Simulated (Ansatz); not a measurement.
# BGeH₅S: one structure at several levels

A test off equilibrium: a structure displaced at random from a GFN2-xTB minimum is computed at several levels, and each is set against CCSD(T).

Computed with Ansatz 0.2.0, Gaussian basis. Level: single points in def2-TZVPP.

Cores are frozen in the correlated methods. Filled d shells of the heavier atoms are correlated.

**1. Starting geometry**

SMILES `S[BH][GeH3]`, 8 atoms, charge 0, spin multiplicity 1.

Atoms are counted from 1 here; the program's logs count them from 0.

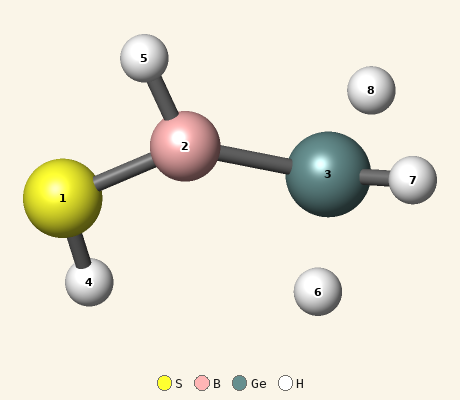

The starting geometry (sulfur yellow, boron pink, germanium teal, hydrogen white); atoms are numbered from 1 in the order of the file.

Geometry (Å):

```xyz
8
BGeH5S
S    -1.10720    0.22360   -1.93710
B     0.31020   -0.01990   -0.95970
Ge    0.50640    0.05800    0.95240
H    -1.96460    0.80630   -1.12850
H     0.85040   -0.81440   -1.78790
H    -0.80230    0.95220    1.46720
H     1.48910    0.48750    1.59370
H     0.25810   -1.43210    1.77040
```

**2. CCSD(T)/def2-TZVPP**

Input file run/in.yaml:

```yaml
crystal:
  periodic: [false, false, false]
  atoms:
    - {symbol: S, position_ang: [-1.107200, 0.223600, -1.937100]}
    - {symbol: B, position_ang: [0.310200, -0.019900, -0.959700]}
    - {symbol: Ge, position_ang: [0.506400, 0.058000, 0.952400]}
    - {symbol: H, position_ang: [-1.964600, 0.806300, -1.128500]}
    - {symbol: H, position_ang: [0.850400, -0.814400, -1.787900]}
    - {symbol: H, position_ang: [-0.802300, 0.952200, 1.467200]}
    - {symbol: H, position_ang: [1.489100, 0.487500, 1.593700]}
    - {symbol: H, position_ang: [0.258100, -1.432100, 1.770400]}
basis:
  gaussian: {orbitals: def2-TZVPP}
correlation: {method: ccsd_t}
output: {forces: true}
```

The command line of these runs was not kept.

**3. PBE0-D4/def2-TZVPP**

run/in.yaml: that of step 2 with these lines changed.

```diff
@@ -13,3 +13,3 @@
   gaussian: {orbitals: def2-TZVPP}
-correlation: {method: ccsd_t}
-output: {forces: true}
+hamiltonian: {xc: pbe0, dispersion: d4}
+output: {forces: true, orbitals: {seedname: orbitals}}
```

**4. wB97M-V/def2-TZVPP**

run/in.yaml: that of step 3 with these lines changed.

```diff
@@ -13,3 +13,3 @@
   gaussian: {orbitals: def2-TZVPP}
-hamiltonian: {xc: pbe0, dispersion: d4}
-output: {forces: true, orbitals: {seedname: orbitals}}
+hamiltonian: {xc: {name: wB97M-V}}
+output: {forces: true}
```

**5. r2SCAN-D4/def2-TZVPP**

run/in.yaml: that of step 4 with these lines changed.

```diff
@@ -13,3 +13,3 @@
   gaussian: {orbitals: def2-TZVPP}
-hamiltonian: {xc: {name: wB97M-V}}
+hamiltonian: {xc: r2scan, dispersion: d4}
 output: {forces: true}
```

**6. PBE-D4/def2-TZVPP**

run/in.yaml: that of step 5 with these lines changed.

```diff
@@ -13,3 +13,3 @@
   gaussian: {orbitals: def2-TZVPP}
-hamiltonian: {xc: r2scan, dispersion: d4}
+hamiltonian: {xc: pbe, dispersion: d4}
 output: {forces: true}
```

**7. wB97X-V/def2-TZVPP**

run/in.yaml: that of step 6 with these lines changed.

```diff
@@ -13,3 +13,3 @@
   gaussian: {orbitals: def2-TZVPP}
-hamiltonian: {xc: pbe, dispersion: d4}
+hamiltonian: {xc: {name: wB97X-V}}
 output: {forces: true}
```

**8. r2SCANh-D4/def2-TZVPP**

run/in.yaml: that of step 7 with these lines changed.

```diff
@@ -13,3 +13,3 @@
   gaussian: {orbitals: def2-TZVPP}
-hamiltonian: {xc: {name: wB97X-V}}
+hamiltonian: {xc: {name: r2SCANh}, dispersion: d4}
 output: {forces: true}
```

(Steps that only read results are left out.)

**Question.** What will these runs give? Wanted: energy less free atoms, CCSD(T)/def2-TZVPP; RMS force component; RMS force error; HOMO and LUMO, PBE0-D4; T1 diagnostic.

The runs gave:

```
                                  quantity                                                                                              value
energy less free atoms, CCSD(T)/def2-TZVPP                                                                                     -2100.9 kJ/mol
                       RMS force component                                                               2.849 to 2.927 eV/Å over the methods
                           RMS force error  PBE0-D4 0.109, wB97M-V 0.074, r2SCAN-D4 0.114, PBE-D4 0.222, wB97X-V 0.078, r2SCANh-D4 0.090 eV/Å
                    HOMO and LUMO, PBE0-D4                                                                                 -8.42 and -2.18 eV
                             T1 diagnostic                                                                                              0.015
```

What this shows: Against CCSD(T) the functionals' energies less atoms differ by -70.6 to -38.6 kJ/mol, PBE-D4 by -60.2 kJ/mol. The reference is not at the basis limit: in triple zeta CCSD(T) underbinds, which counts against methods that bind more; the gaps are no ranking. For forces wB97M-V does best and PBE-D4 worst. Frozen-core CCSD(T) forces in triple zeta carry basis errors of their own, and this is one geometry, so small gaps rank nothing.
